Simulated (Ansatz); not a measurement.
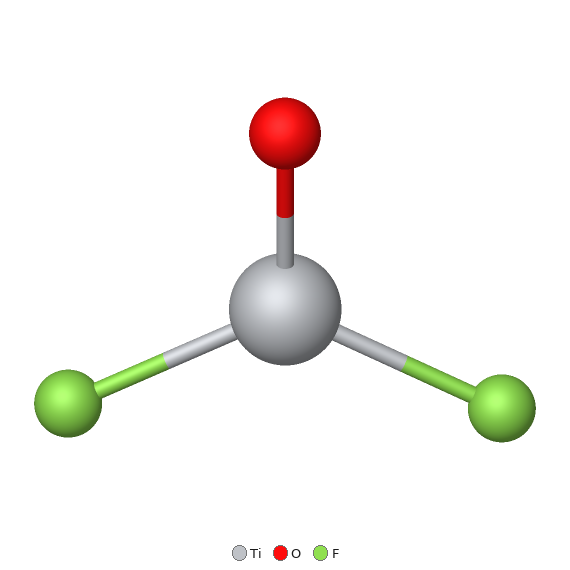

The species is neutral and a spin singlet. Sticks follow a distance rule. Harmonic vibrations computed with RKS PBE0-D4/def2-TZVP (Ansatz 0.2.0) at a stationary point of the same level.

How many imaginary frequencies does it have?

A minimum: no imaginary frequency, and the lowest mode lies at 34 cm⁻¹.

List the wavenumbers.

6 modes: 34, 199, 274, 677, 791, 1111 cm⁻¹.
